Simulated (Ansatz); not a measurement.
System: Sn$_{4}$Ge.

Input file:

```
crystal:
  lattice:
    - [1.7474834236, 1.008910025, 12.5371183884]
    - [-1.7474834236, 1.008910025, 12.5371183884]
    - [0.0, -2.01782005, 12.5371183884]
  atoms:
    - { symbol: Sn, position: [0.2998830677, 0.2998830677, 0.2998830677] }
    - { symbol: Sn, position: [0.8941165185, 0.8941165185, 0.8941165185] }
    - { symbol: Sn, position: [0.1058834815, 0.1058834815, 0.1058834815] }
    - { symbol: Sn, position: [0.7001169323, 0.7001169323, 0.7001169323] }
    - { symbol: Ge, position: [0.5, 0.5, 0.5] }
basis:
  ecutwfc: 420
kpoints:
  mp_grid: { grid: [12, 12, 12] }
hamiltonian:
  xc: pbe
scf:
  occupations: { method: gaussian, width: 0.1 }
output:
  forces: true
  stress: true
  eigenvalues: true
  write_density: true
  write_potential: true
  elf: true
  volumetric_format: npy
relax:
  adjacent_minimum: "off"
  f_tol: 0.01
  max_steps: 80
  cell: { stress_tol: 0.05 }
```

Command:

```sh
ansatz run input.yaml --threads 1 --pin off --max-ram 2560MiB --backend cpu --events-out ev --progress --plain --runs-dir out
```

Below, planes, directions and counts refer to the conventional cell (a = 3.38 Å, b = 3.38 Å, c = 39.99 Å, α = 90.00°, β = 90.00°, γ = 120.00°).

The fields are those of the relaxed geometry.

Space group R-3m; a structure generated by program, which may or may not match a known phase.

These are results of DFT PBE, scalar-relativistic, plane waves, PAW in Ansatz, not measurements.

What will maps of the valence pseudo-density and electron localisation function show?

Sn–Ge (3.12 Å): ρ is about 0.18 e/Å³ halfway; the ELF is about 0.35 at the midpoint.
Sn–Sn (3.40 Å): ρ is about 0.13 e/Å³ halfway; the ELF is about 0.30 at the midpoint.
Sn–Sn (3.44 Å): ρ is about 0.13 e/Å³ halfway; the ELF is about 0.30 at the midpoint; no localised pair shows between them.

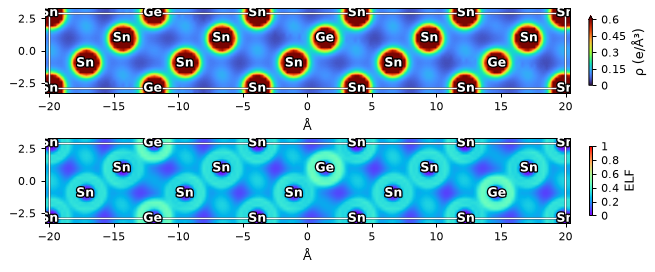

Computed valence pseudo-density and electron localisation function on the (110) plane of the conventional cell, in this order. 

The density is the valence pseudo-density of a PAW calculation; it isn't the true density close to the nuclei.
